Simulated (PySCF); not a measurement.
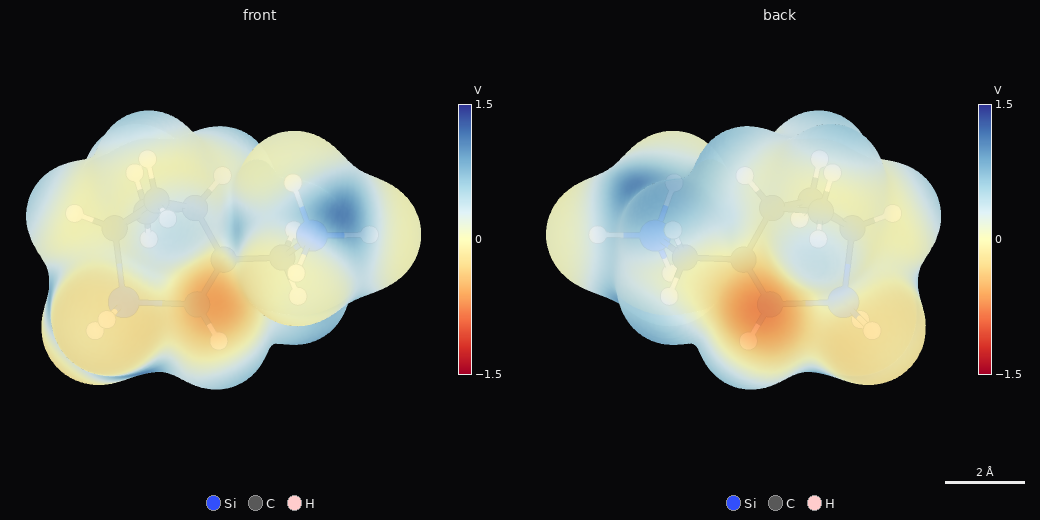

C$_{7}$H$_{14}$Si$_{2}$. The molecular electrostatic potential painted on the density surface at 0.002 e/bohr³, seen from the front and from behind; the colour scale runs from red (negative) to blue (positive).

Geometry: GFN2-xTB.

All numbers below come from PBE0/pcSseg-1, SCF density, gas phase, non-relativistic (PySCF 2.14.0).

```yaml
atoms:
  - { symbol: Si, position_ang: [2.9798, -0.3999, 0.6160] }
  - { symbol: C, position_ang: [1.9345, 0.0371, -0.9235] }
  - { symbol: C, position_ang: [0.4852, -0.1173, -0.6193] }
  - { symbol: C, position_ang: [-0.2179, -1.2050, -0.9537] }
  - { symbol: Si, position_ang: [-2.0094, -1.3432, -0.4330] }
  - { symbol: C, position_ang: [-2.1498, 0.3173, 0.4755] }
  - { symbol: C, position_ang: [-0.9211, 0.4638, 1.3845] }
  - { symbol: C, position_ang: [-0.1613, 0.9949, 0.1554] }
  - { symbol: C, position_ang: [-1.5285, 1.3879, -0.4332] }
  - { symbol: H, position_ang: [2.6478, 0.5031, 1.7186] }
  - { symbol: H, position_ang: [2.6920, -1.7804, 1.0047] }
  - { symbol: H, position_ang: [4.3946, -0.2505, 0.2680] }
  - { symbol: H, position_ang: [2.2207, -0.6212, -1.7452] }
  - { symbol: H, position_ang: [2.1504, 1.0626, -1.2287] }
  - { symbol: H, position_ang: [0.2743, -1.9952, -1.5057] }
  - { symbol: H, position_ang: [-2.9424, -1.3882, -1.5666] }
  - { symbol: H, position_ang: [-2.2495, -2.4657, 0.4832] }
  - { symbol: H, position_ang: [-3.1165, 0.5520, 0.9192] }
  - { symbol: H, position_ang: [-0.5208, -0.4369, 1.8488] }
  - { symbol: H, position_ang: [-1.0503, 1.2343, 2.1453] }
  - { symbol: H, position_ang: [0.5448, 1.8088, 0.3338] }
  - { symbol: H, position_ang: [-1.8167, 2.4009, -0.1510] }
  - { symbol: H, position_ang: [-1.6444, 1.2682, -1.5102] }
```

**Which sites attract a positive test charge, and which a negative one?**

A positive charge is drawn to the negative regions and a negative charge to the positive ones. The most negative region (about −0.7 V) lies over the π face of C3 and C4, the most positive (about +1.0 V) over Si1 and Si5.

**How polar is the molecule by this calculation?**

Its dipole moment is 1.06 D.
